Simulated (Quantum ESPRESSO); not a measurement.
Cost against accuracy: K_POINTS for SnPO3 (Cc, 10 atoms in the cell)

Cell: a = 7.4545 Å, b = 7.4545 Å, c = 4.9243 Å, α = 104.47°, β = 104.47°, γ = 120.58°.

Level of theory: LDA (PZ), GBRV 1.5 ultrasoft (LDA) pseudopotentials (plane waves; Quantum ESPRESSO 7.5).

Base settings: ecutwfc = 40 Ry; ecutrho = 200 Ry; occupations = smearing; smearing = gaussian; degauss = 0.000734986 Ry; potentials = {Sn: sn_lda_v1.4.uspp.F.UPF, P: p_lda_v1.5.uspp.F.UPF, O: o_lda_v1.2.uspp.F.UPF}; K_POINTS = automatic 3 3 3 0 0 0; conv_thr = 1e-10 Ry.

Misses are taken against the tightest run, automatic 6 6 8 0 0 0, which need not be fully converged itself. The energy is the free energy per atom.

The count of work is k-points × plane waves × bands × iterations; it is no time, and leaves out set-up, grids and terms that scale otherwise. Core times come from one kind of shared machine and are given to one figure; runs under 30 s give none.

The starting cell comes from a database of computed structures (which also holds hypothetical and non-ambient phases and stackings), without a prior relaxation at this level. Its lattice was rescaled by a random factor within 2.5 % of one. In the base run, with a pressure of about -7 GPa the cell is away from its equilibrium volume at this level. In the base run, forces exceed 1 eV/Å. The run gives no clean gap (levels at the Fermi energy touch, overlap or are partly filled at this smearing), which alone does not show that the compound is a metal. Without a gap this mesh is coarse (it stands for a supercell whose shortest vector is 15 Å).

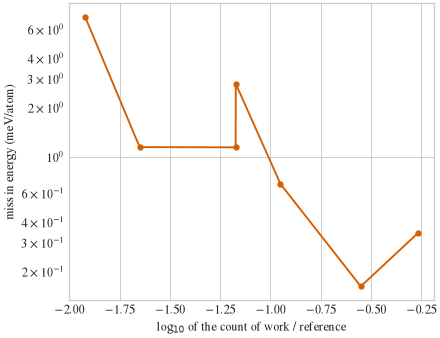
Figure: Miss against the count of work; the reference run is not drawn, and misses under 0.1 meV/atom are drawn there.

| K_POINTS | energy less reference (meV/atom) | largest difference in the force on any atom (eV/Å) | count of work / reference | core time / reference (rough) |
|---|---|---|---|---|
| automatic 1 1 1 0 0 0 | 7.15 | 0.564 | 0.012 | 0.07 |
| automatic 1 1 2 0 0 0 | 1.15 | 0.469 | 0.022 | 0.08 |
| automatic 2 2 2 0 0 0 | -2.80 | 0.073 | 0.067 | 0.1 |
| automatic 2 2 3 0 0 0 | 1.14 | 0.104 | 0.067 | 0.1 |
| automatic 3 3 3 0 0 0 | 0.68 | 0.098 | 0.11 | 0.1 |
| automatic 4 4 5 0 0 0 | -0.16 | 0.025 | 0.28 | 0.3 |
| automatic 5 5 6 0 0 0 | -0.34 | 0.015 | 0.54 | 0.5 |
| automatic 6 6 8 0 0 0 | 0.00 | 0.000 | 1.0 | 1 |

Coarsest setting among those run that, with all tighter ones, holds the energy within 2 meV/atom of the reference: automatic 2 2 3 0 0 0, off by 1.1 meV/atom; it needs 0.067 of the reference's count of work and about 0.1 of the reference's time. The coarser automatic 1 1 2 0 0 0 also lies inside, but a setting between leaves the range again, so that is luck.

Coarsest setting among those run that, with all tighter ones, holds the energy within 1 meV/atom of the reference: automatic 3 3 3 0 0 0, off by 0.68 meV/atom; it needs 0.11 of the reference's count of work and about 0.1 of the reference's time.

The step from automatic 2 2 2 0 0 0 to automatic 4 4 5 0 0 0: it takes the miss in the energy from 2.8 to 0.16 meV/atom, for 4.2 times the count of work and roughly 3 times the time.
